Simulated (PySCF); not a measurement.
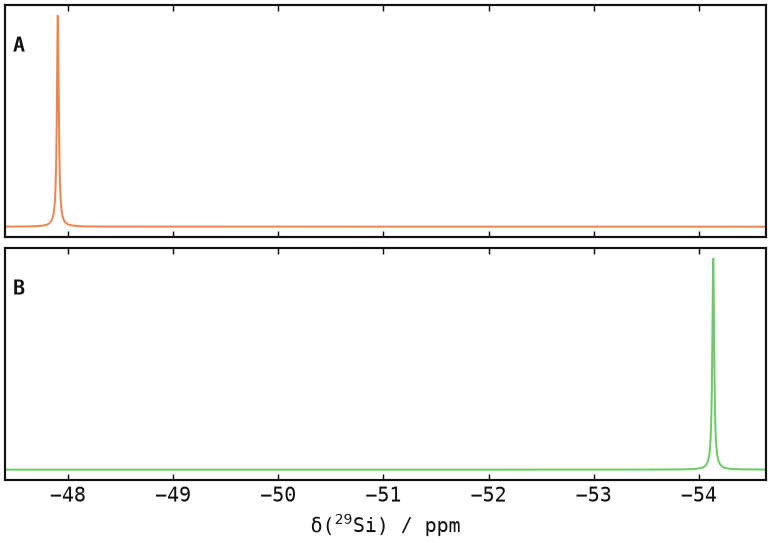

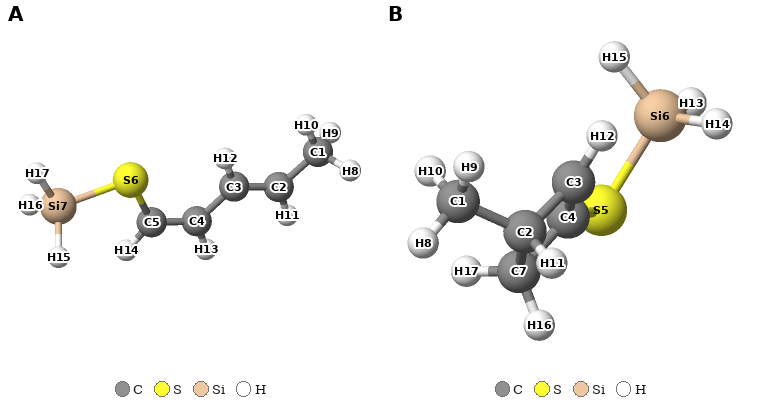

Related molecules: A is C₅H₁₀SSi, SMILES C/C=C/C=C\S[SiH3]; B is C₅H₁₀SSi, SMILES C[C@@H]1C=C(S[SiH3])C1. GIAO ²⁹Si shifts against TMS, ωB97X-D/pcSseg-1 in PySCF 2.14.0, at a PBE0-D3(BJ)/def2-SVP geometry (no frequency check); fully decoupled, line heights follow the number of nuclei within a panel, widths are arbitrary (no quadrupolar broadening); values of one conformer, averaged over methyl-type rotors and exact or near symmetry; other conformers aren't averaged in.

How does the ²⁹Si shift respond?

From A (−47.9 ppm) to B (−54.1 ppm) the nucleus is shielded by 6.2 ppm.
